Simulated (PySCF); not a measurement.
Geometry relaxation of BH₂ (part 1 of 3)

The run: geometry relaxation of BH₂, multiplicity 2, SMILES [BH2]. Method and program: HF/cc-pVDZ-F12, UHF, sfX2C (PySCF 2.14.0).

The geometry comes from this level: GFN2-xTB symmetrised. Figures and captions count atoms from 1; the log counts them from 0 in places.

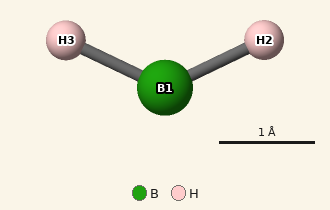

Fig. 1: The structure as given in the input (ball-and-stick view, seen on its broad side; atoms are numbered from 1 in the order of the input).

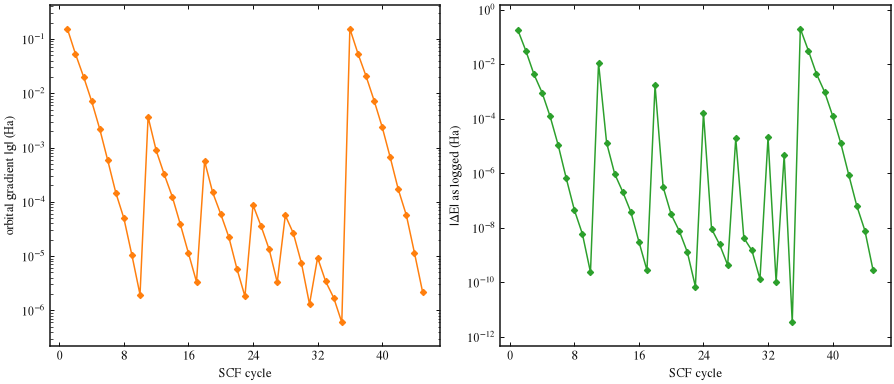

Fig. 2: Convergence of the self-consistent field: orbital gradient |g| and size of the energy change against the SCF cycle. All cycles printed in the log are drawn one after another.

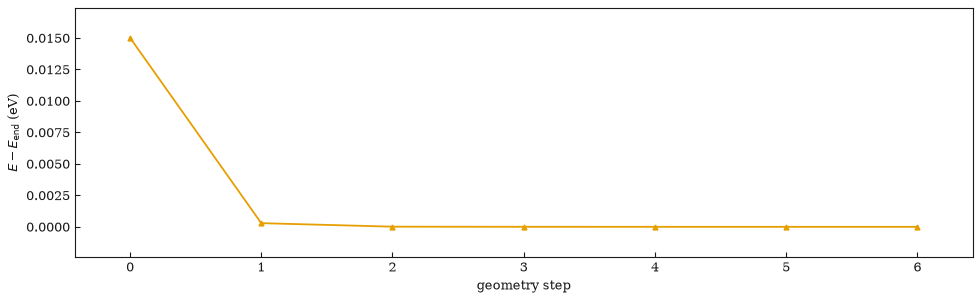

Fig. 3: Progress of the relaxation, step by step (steps are counted from 0).

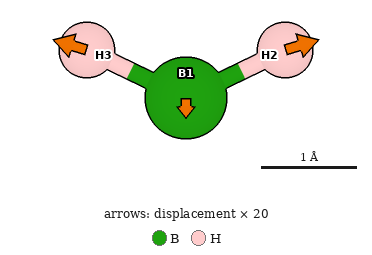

Fig. 4: The starting structure with the displacements as orange arrows, magnified 20 times (ball-and-stick view, seen on its broad side). The two geometries are laid on each other by the best rigid fit. The energy falls by 0.015 eV in 6 geometry steps. Largest force component: 0.64 eV/Å at the start, under 0.0001 eV/Å at the end. The largest moves after the best rigid fit, 0.019 Å, are those of H2 and H3. Largest moves by element: H 0.019 Å, B 0.011 Å. Among the contacts that change: B1–H2 1.159 → 1.183 Å. (Atoms are counted from 1 in the order of the input.)

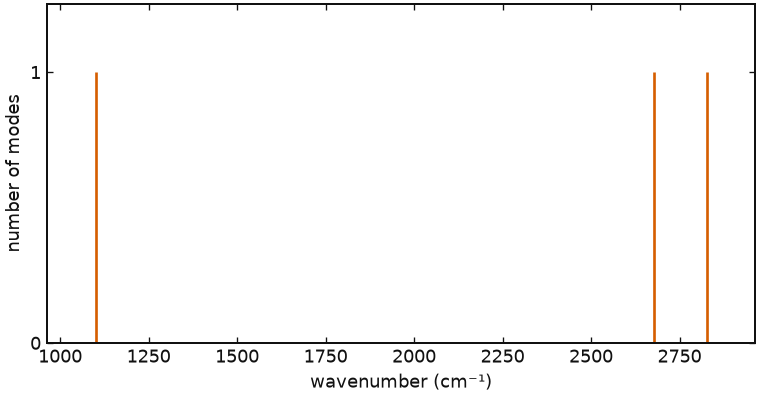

Fig. 5: Harmonic vibrational wavenumbers from the force constants; neighbouring modes closer than 8 cm⁻¹ are counted in one stick. 3 modes from 1101 to 2826 cm⁻¹, none imaginary.

The input that produced these results follows, with the program's output.

### Input file (job.py)
```python
from pyscf import gto, symm
from pyscf.hessian import thermo
from pyscf.geomopt.geometric_solver import kernel as optimise

system = gto.M(
    atom='''
B        0.061960      -0.039192       0.030325
H        0.079166       1.112379       0.162681
H       -0.743739      -0.692015      -0.487941
''',
    verbose=4,
    max_memory=1860,
    spin=1,
    charge=0,
    basis='cc-pvdz-f12',
)

mf = system.UHF()
mf = mf.sfx2c1e()
mf = mf.density_fit(auxbasis='aug-cc-pvtz-jkfit')
mf.max_cycle = 100
converged, mol_eq = optimise(mf, maxsteps=100, convergence_set='GAU_TIGHT', coordsys='hdlc')
print('converged:', converged)
print(mol_eq.tostring())

mf.reset(mol_eq)
system = mol_eq
mf.kernel()
if not mf.converged:
    mf = mf.newton().run(mf.mo_coeff, mf.mo_occ)
e_final = mf.e_tot
print(f'total energy: {e_final:.8f} hartree')
hess = mf.Hessian().kernel()
modes = thermo.harmonic_analysis(system, hess)
thermo.dump_normal_mode(system, modes)
symm.geom.TOLERANCE = 1e-3  # for the symmetry number
th = thermo.thermo(mf, modes['freq_au'], 298.15, 101325)
thermo.dump_thermo(system, th)
```

Run as:
```bash
OMP_NUM_THREADS=1 python job.py
```

### The program's output
```
PySCF version 2.14.0

[INPUT] num. atoms = 3
[INPUT] num. electrons = 7
[INPUT] charge = 0
[INPUT] spin (= nelec alpha-beta = 2S) = 1
[INPUT] symmetry False subgroup None
[INPUT] Mole.unit = angstrom
[INPUT] Symbol           X                Y                Z      unit          X                Y                Z       unit  Magmom
[INPUT]  1 B      0.061960000000  -0.039192000000   0.030325000000 AA    0.117087430678  -0.074062146274   0.057305944727 Bohr   0.0
[INPUT]  2 H      0.079166000000   1.112379000000   0.162681000000 AA    0.149602058377   2.102091656718   0.307422535670 Bohr   0.0
[INPUT]  3 H     -0.743739000000  -0.692015000000  -0.487941000000 AA   -1.405463018158  -1.307718824091  -0.922074854946 Bohr   0.0

nuclear repulsion = 4.81824436160346
number of shells = 7
number of NR pGTOs = 61
number of NR cGTOs = 48
basis = cc-pvdz-f12
ecp = {}
Create scanner for <class 'pyscf.df.grad.uhf.Gradients'>
Create scanner for <class 'pyscf.df.df_jk.DFsfX2C1eUHF'>

#|     Arguments passed to driver run_optimizer():      |#
convergence_set           GAU_TIGHT
coordsys                  hdlc
customengine              <pyscf.geomopt.geometric_solver.PySCFEngine object>
maxiter                   100
----------------------------------------------------------
Custom engine selected.
Bonds will be generated from interatomic distances less than 1.20 times sum of covalent radii
9 internal coordinates being used (instead of 9 Cartesians)
Internal coordinate system (atoms numbered from 1):
Distance 1-2
Distance 1-3
Angle 2-1-3
Cartesian-X 1
Cartesian-X 2
Cartesian-X 3
Cartesian-Y 1
Cartesian-Y 2
Cartesian-Y 3
Cartesian-Z 1
Cartesian-Z 2
Cartesian-Z 3
<class 'geometric.internal.Distance'> : 2
<class 'geometric.internal.Angle'> : 1
<class 'geometric.internal.CartesianX'> : 3
<class 'geometric.internal.CartesianY'> : 3
<class 'geometric.internal.CartesianZ'> : 3
> ===== Optimization Info: ====
> Job type: Energy minimization
> Maximum number of optimization cycles: 100
> Initial / maximum trust radius (Angstrom): 0.100 / 0.300
> Convergence Criteria:
> Will converge when all 5 criteria are reached:
>  |Delta-E| < 1.00e-06
>  RMS-Grad  < 1.00e-05
>  Max-Grad  < 1.50e-05
>  RMS-Disp  < 4.00e-05
>  Max-Disp  < 6.00e-05
> === End Optimization Info ===

Geometry optimization cycle 1
Cartesian coordinates (Angstrom)
 Atom        New coordinates             dX        dY        dZ
   B   0.061960  -0.039192   0.030325    0.000000  0.000000  0.000000
   H   0.079166   1.112379   0.162681    0.000000  0.000000  0.000000
   H  -0.743739  -0.692015  -0.487941    0.000000  0.000000  0.000000

WARN: Mole.unit (angstrom) is changed to Bohr

New geometry
   1 B      0.061960000000  -0.039192000000   0.030325000000 AA    0.117087430678  -0.074062146274   0.057305944727 Bohr
   2 H      0.079166000000   1.112379000000   0.162681000000 AA    0.149602058377   2.102091656718   0.307422535670 Bohr
   3 H     -0.743739000000  -0.692015000000  -0.487941000000 AA   -1.405463018158  -1.307718824091  -0.922074854946 Bohr

******** <class 'pyscf.scf.hf.DFsfX2C1eUHF_Scanner'> ********
method = DFsfX2C1eUHF_Scanner
initial guess = minao
damping factor = 0
level_shift factor = 0
DIIS = <class 'pyscf.scf.diis.CDIIS'>
diis_start_cycle = 1
diis_space = 8
diis_damp = 0
SCF conv_tol = 1e-09
SCF conv_tol_grad = None
SCF max_cycles = 100
direct_scf = False
number electrons alpha = 4  beta = 3

******** <class 'pyscf.x2c.sfx2c1e.SpinFreeX2CHelper'> ********
approx = 1e
xuncontract = 1
Set gradient conv threshold to 3.16228e-05
******** <class 'pyscf.df.df.DF'> ********
auxbasis = aug-cc-pvtz-jkfit
init E= -25.5512472881579
  alpha nocc = 4  HOMO = -0.0677349043951736  LUMO = -0.0149213200254978
  beta  nocc = 3  HOMO = -0.393519775560205  LUMO = -0.0677349043951736

WARN: HOMO -0.0677349043951736 >= LUMO -0.0677349043951736

cycle= 1 E= -25.7302395301539  delta_E= -0.179  |g|= 0.154  |ddm|= 0.731
  alpha nocc = 4  HOMO = -0.345350652941981  LUMO = 0.0249576329324688
  beta  nocc = 3  HOMO = -0.551430736060682  LUMO = 0.0183124918367268
  HOMO = -0.345350652942  LUMO = 0.0183124918367  gap/eV = 9.89578
cycle= 2 E= -25.7607261237118  delta_E= -0.0305  |g|= 0.0532  |ddm|= 0.238
  alpha nocc = 4  HOMO = -0.333685220526767  LUMO = 0.0414837943456332
  beta  nocc = 3  HOMO = -0.518698770880884  LUMO = 0.0337704694963463
  HOMO = -0.333685220527  LUMO = 0.0337704694963  gap/eV = 9.99898
cycle= 3 E= -25.7649555971383  delta_E= -0.00423  |g|= 0.0203  |ddm|= 0.089
  alpha nocc = 4  HOMO = -0.345204502810893  LUMO = 0.0420085103934831
  beta  nocc = 3  HOMO = -0.520408008424699  LUMO = 0.033892931882848
  HOMO = -0.345204502811  LUMO = 0.0338929318828  gap/eV = 10.31577
cycle= 4 E= -25.7658639133866  delta_E= -0.000908  |g|= 0.00719  |ddm|= 0.0477
  alpha nocc = 4  HOMO = -0.347191612415309  LUMO = 0.0418887058882706
  beta  nocc = 3  HOMO = -0.519857757301744  LUMO = 0.0339537509160515
  HOMO = -0.347191612415  LUMO = 0.0339537509161  gap/eV = 10.37149
cycle= 5 E= -25.7659851255118  delta_E= -0.000121  |g|= 0.00222  |ddm|= 0.0173
  alpha nocc = 4  HOMO = -0.347821074285748  LUMO = 0.0419623383728087
  beta  nocc = 3  HOMO = -0.518993258818991  LUMO = 0.0341411202657316
  HOMO = -0.347821074286  LUMO = 0.0341411202657  gap/eV = 10.39372
cycle= 6 E= -25.7659957953397  delta_E= -1.07e-05  |g|= 0.000581  |ddm|= 0.00563
  alpha nocc = 4  HOMO = -0.347637947354053  LUMO = 0.0419362607475966
  beta  nocc = 3  HOMO = -0.51905177289921  LUMO = 0.0341229209048395
  HOMO = -0.347637947354  LUMO = 0.0341229209048  gap/eV = 10.38824
cycle= 7 E= -25.7659964448126  delta_E= -6.49e-07  |g|= 0.000147  |ddm|= 0.00116
  alpha nocc = 4  HOMO = -0.347654688841683  LUMO = 0.0419394942507463
  beta  nocc = 3  HOMO = -0.519069150534203  LUMO = 0.034123993178623
  HOMO = -0.347654688842  LUMO = 0.0341239931786  gap/eV = 10.38873
cycle= 8 E= -25.7659964898961  delta_E= -4.51e-08  |g|= 4.97e-05  |ddm|= 0.000363
  alpha nocc = 4  HOMO = -0.347647839118813  LUMO = 0.0419398621054849
  beta  nocc = 3  HOMO = -0.519080611869176  LUMO = 0.0341230734881268
  HOMO = -0.347647839119  LUMO = 0.0341230734881  gap/eV = 10.38852
cycle= 9 E= -25.7659964958289  delta_E= -5.93e-09  |g|= 1.03e-05  |ddm|= 0.000159
  alpha nocc = 4  HOMO = -0.34764940006596  LUMO = 0.041940040440279
  beta  nocc = 3  HOMO = -0.519080641035167  LUMO = 0.034123350594661
  HOMO = -0.347649400066  LUMO = 0.0341233505947  gap/eV = 10.38857
cycle= 10 E= -25.7659964960624  delta_E= -2.33e-10  |g|= 1.95e-06  |ddm|= 3.16e-05
  alpha nocc = 4  HOMO = -0.347649392202629  LUMO = 0.0419399940953529
  beta  nocc = 3  HOMO = -0.5190810311877  LUMO = 0.0341232860523002
  HOMO = -0.347649392203  LUMO = 0.0341232860523  gap/eV = 10.38856
Extra cycle  E= -25.7659964960675  delta_E= -5.07e-12  |g|= 9.18e-07  |ddm|= 2.08e-06
converged SCF energy = -25.7659964960675  <S^2> = 0.75356105  2S+1 = 2.0035579

******** <class 'pyscf.grad.rhf.Gradients_Scanner'> for <class 'pyscf.scf.hf.DFsfX2C1eUHF_Scanner'> ********
unit = Eh/Bohr
--------------- DFsfX2C1eUHF_Scanner gradients ---------------
         x                y                z
0 B    -0.0085780157     0.0054254998    -0.0041983556
1 H    -0.0001356850    -0.0124146468    -0.0013991440
2 H     0.0087137007     0.0069891470     0.0055974996
----------------------------------------------
cycle 1: E = -25.7659964961  dE = -25.766  norm(grad) = 0.0208051
Step    0 : Gradient = 1.201e-02/1.249e-02 (rms/max) Energy = -25.7659964961
Hessian Eigenvalues: 5.00000e-02 5.00000e-02 5.00000e-02 ... 1.00797e-01 1.81266e-01 2.15706e-01

Geometry optimization cycle 2
Cartesian coordinates (Angstrom)
 Atom        New coordinates             dX        dY        dZ
   B   0.068217  -0.043150   0.033387    0.006257 -0.003958  0.003062
   H   0.082781   1.129144   0.166482    0.003615  0.016765  0.003801
   H  -0.753611  -0.704823  -0.494804   -0.009872 -0.012808 -0.006863
New geometry
   1 B      0.068217065476  -0.043149558293   0.033387404647 AA    0.128911570772  -0.081540847570   0.063093050793 Bohr
   2 H      0.082781049453   1.129144398784   0.166481534233 AA    0.156433511769   2.133773668788   0.314604504498 Bohr
   3 H     -0.753611114929  -0.704822840491  -0.494803938880 AA   -1.424118611644  -1.331922134865  -0.935043929840 Bohr

******** <class 'pyscf.scf.hf.DFsfX2C1eUHF_Scanner'> ********
method = DFsfX2C1eUHF_Scanner
initial guess = minao
damping factor = 0
level_shift factor = 0
DIIS = <class 'pyscf.scf.diis.CDIIS'>
diis_start_cycle = 1
diis_space = 8
diis_damp = 0
SCF conv_tol = 1e-09
SCF conv_tol_grad = None
SCF max_cycles = 100
direct_scf = False
number electrons alpha = 4  beta = 3

******** <class 'pyscf.x2c.sfx2c1e.SpinFreeX2CHelper'> ********
approx = 1e
xuncontract = 1
Set gradient conv threshold to 3.16228e-05
******** <class 'pyscf.df.df.DF'> ********
auxbasis = aug-cc-pvtz-jkfit
init E= -25.7553907078936
  alpha nocc = 4  HOMO = -0.354182781355846  LUMO = 0.0389674403552371
  beta  nocc = 3  HOMO = -0.518901034992713  LUMO = 0.0309762605117099
  HOMO = -0.354182781356  LUMO = 0.0309762605117  gap/eV = 10.48071
cycle= 1 E= -25.7665236077983  delta_E= -0.0111  |g|= 0.00366  |ddm|= 0.00971
  alpha nocc = 4  HOMO = -0.348252711904134  LUMO = 0.0417365498016231
  beta  nocc = 3  HOMO = -0.513142463228728  LUMO = 0.0341423883685161
  HOMO = -0.348252711904  LUMO = 0.0341423883685  gap/eV = 10.40550
cycle= 2 E= -25.766536633151  delta_E= -1.3e-05  |g|= 0.000885  |ddm|= 0.00349
  alpha nocc = 4  HOMO = -0.348941729654603  LUMO = 0.0416247895745778
  beta  nocc = 3  HOMO = -0.513869630743263  LUMO = 0.0339644280621325
  HOMO = -0.348941729655  LUMO = 0.0339644280621  gap/eV = 10.41941
cycle= 3 E= -25.766537582118  delta_E= -9.49e-07  |g|= 0.00032  |ddm|= 0.00122
  alpha nocc = 4  HOMO = -0.348944109852785  LUMO = 0.0416196707164067
  beta  nocc = 3  HOMO = -0.513777539259336  LUMO = 0.0339678991344305
  HOMO = -0.348944109853  LUMO = 0.0339678991344  gap/eV = 10.41957
cycle= 4 E= -25.7665377887975  delta_E= -2.07e-07  |g|= 0.000124  |ddm|= 0.000706
  alpha nocc = 4  HOMO = -0.348970917632026  LUMO = 0.041613884862377
  beta  nocc = 3  HOMO = -0.513734334822605  LUMO = 0.0339665863202754
  HOMO = -0.348970917632  LUMO = 0.0339665863203  gap/eV = 10.42026
cycle= 5 E= -25.7665378267962  delta_E= -3.8e-08  |g|= 3.82e-05  |ddm|= 0.000381
  alpha nocc = 4  HOMO = -0.348968671335672  LUMO = 0.0416149442053628
  beta  nocc = 3  HOMO = -0.513722885357577  LUMO = 0.0339679844465604
  HOMO = -0.348968671336  LUMO = 0.0339679844466  gap/eV = 10.42024
cycle= 6 E= -25.7665378298931  delta_E= -3.1e-09  |g|= 1.13e-05  |ddm|= 0.000112
  alpha nocc = 4  HOMO = -0.348968746585911  LUMO = 0.0416149851576533
  beta  nocc = 3  HOMO = -0.513726110549884  LUMO = 0.0339675366220078
  HOMO = -0.348968746586  LUMO = 0.033967536622  gap/eV = 10.42023
cycle= 7 E= -25.7665378301681  delta_E= -2.75e-10  |g|= 3.35e-06  |ddm|= 2.54e-05
  alpha nocc = 4  HOMO = -0.34896825353619  LUMO = 0.0416149794765852
  beta  nocc = 3  HOMO = -0.513726509652868  LUMO = 0.0339674556207079
  HOMO = -0.348968253536  LUMO = 0.0339674556207  gap/eV = 10.42021
Extra cycle  E= -25.7665378301862  delta_E= -1.81e-11  |g|= 1.99e-06  |ddm|= 4.81e-06
converged SCF energy = -25.7665378301862  <S^2> = 0.75355875  2S+1 = 2.0035556

******** <class 'pyscf.grad.rhf.Gradients_Scanner'> for <class 'pyscf.scf.hf.DFsfX2C1eUHF_Scanner'> ********
unit = Eh/Bohr
--------------- DFsfX2C1eUHF_Scanner gradients ---------------
         x                y                z
0 B    -0.0013576094     0.0008587117    -0.0006644534
1 H     0.0001763096    -0.0015311732    -0.0000650652
2 H     0.0011812998     0.0006724615     0.0007295186
----------------------------------------------
cycle 2: E = -25.7665378302  dE = -0.000541334  norm(grad) = 0.00278956
Step    1 : Displace = 1.507e-02/1.757e-02 (rms/max) Trust = 1.000e-01 (=) Grad = 1.611e-03/1.738e-03 (rms/max) E (change) = -25.7665378302 (-5.413e-04) Quality = 1.111
Hessian Eigenvalues: 5.00000e-02 5.00000e-02 5.00000e-02 ... 1.01666e-01 1.57244e-01 2.15706e-01

Geometry optimization cycle 3
Cartesian coordinates (Angstrom)
 Atom        New coordinates             dX        dY        dZ
   B   0.069828  -0.044168   0.034176    0.001611 -0.001019  0.000788
   H   0.082687   1.131213   0.166650   -0.000094  0.002069  0.000168
   H  -0.755128  -0.705873  -0.495760   -0.001517 -0.001050 -0.000956
New geometry
   1 B      0.069827655222  -0.044168294366   0.034175672859 AA    0.131955144290  -0.083465979742   0.064582661826 Bohr
   2 H      0.082686977893   1.131213268888   0.166649721400 AA    0.156255742285   2.137683266673   0.314922332181 Bohr
   3 H     -0.755127633115  -0.705872974522  -0.495760394258 AA   -1.426984415678  -1.333906600578  -0.936851368555 Bohr

******** <class 'pyscf.scf.hf.DFsfX2C1eUHF_Scanner'> ********
method = DFsfX2C1eUHF_Scanner
initial guess = minao
damping factor = 0
level_shift factor = 0
DIIS = <class 'pyscf.scf.diis.CDIIS'>
diis_start_cycle = 1
diis_space = 8
diis_damp = 0
SCF conv_tol = 1e-09
SCF conv_tol_grad = None
SCF max_cycles = 100
direct_scf = False
number electrons alpha = 4  beta = 3

******** <class 'pyscf.x2c.sfx2c1e.SpinFreeX2CHelper'> ********
approx = 1e
xuncontract = 1
Set gradient conv threshold to 3.16228e-05
******** <class 'pyscf.df.df.DF'> ********
auxbasis = aug-cc-pvtz-jkfit
init E= -25.7648676503483
  alpha nocc = 4  HOMO = -0.350254222801683  LUMO = 0.0411604044639384
  beta  nocc = 3  HOMO = -0.513489867619171  LUMO = 0.0335093547986984
  HOMO = -0.350254222802  LUMO = 0.0335093547987  gap/eV = 10.44274
cycle= 1 E= -25.7665477364294  delta_E= -0.00168  |g|= 0.000561  |ddm|= 0.0016
  alpha nocc = 4  HOMO = -0.349266304256942  LUMO = 0.0415595342367192
  beta  nocc = 3  HOMO = -0.512700193463754  LUMO = 0.0339719826880964
  HOMO = -0.349266304257  LUMO = 0.0339719826881  gap/eV = 10.42844
cycle= 2 E= -25.7665480499172  delta_E= -3.13e-07  |g|= 0.000149  |ddm|= 0.000562
  alpha nocc = 4  HOMO = -0.349375865071679  LUMO = 0.0415419335628329
  beta  nocc = 3  HOMO = -0.512798962644206  LUMO = 0.0339457207443559
  HOMO = -0.349375865072  LUMO = 0.0339457207444  gap/eV = 10.43071
cycle= 3 E= -25.7665480806067  delta_E= -3.07e-08  |g|= 5.96e-05  |ddm|= 0.000235
  alpha nocc = 4  HOMO = -0.349377843159481  LUMO = 0.0415412983751748
  beta  nocc = 3  HOMO = -0.512776489584406  LUMO = 0.0339470546765259
  HOMO = -0.349377843159  LUMO = 0.0339470546765  gap/eV = 10.43080
cycle= 4 E= -25.7665480882522  delta_E= -7.65e-09  |g|= 2.25e-05  |ddm|= 0.000152
  alpha nocc = 4  HOMO = -0.349383127069277  LUMO = 0.0415404939356234
  beta  nocc = 3  HOMO = -0.512766821135577  LUMO = 0.0339470656971361
  HOMO = -0.349383127069  LUMO = 0.0339470656971  gap/eV = 10.43095
cycle= 5 E= -25.7665480895349  delta_E= -1.28e-09  |g|= 5.88e-06  |ddm|= 7.9e-05
  alpha nocc = 4  HOMO = -0.349382661337779  LUMO = 0.0415407287160896
  beta  nocc = 3  HOMO = -0.512765303311715  LUMO = 0.0339472866080452
  HOMO = -0.349382661338  LUMO = 0.033947286608  gap/eV = 10.43094
cycle= 6 E= -25.7665480896045  delta_E= -6.96e-11  |g|= 1.81e-06  |ddm|= 1.61e-05
  alpha nocc = 4  HOMO = -0.349382685481072  LUMO = 0.0415407130345287
  beta  nocc = 3  HOMO = -0.512765733561381  LUMO = 0.0339472245989425
  HOMO = -0.349382685481  LUMO = 0.0339472245989  gap/eV = 10.43094
Extra cycle  E= -25.7665480896094  delta_E= -4.9e-12  |g|= 1.11e-06  |ddm|= 2.08e-06
converged SCF energy = -25.7665480896094  <S^2> = 0.75354794  2S+1 = 2.0035448

******** <class 'pyscf.grad.rhf.Gradients_Scanner'> for <class 'pyscf.scf.hf.DFsfX2C1eUHF_Scanner'> ********
unit = Eh/Bohr
```
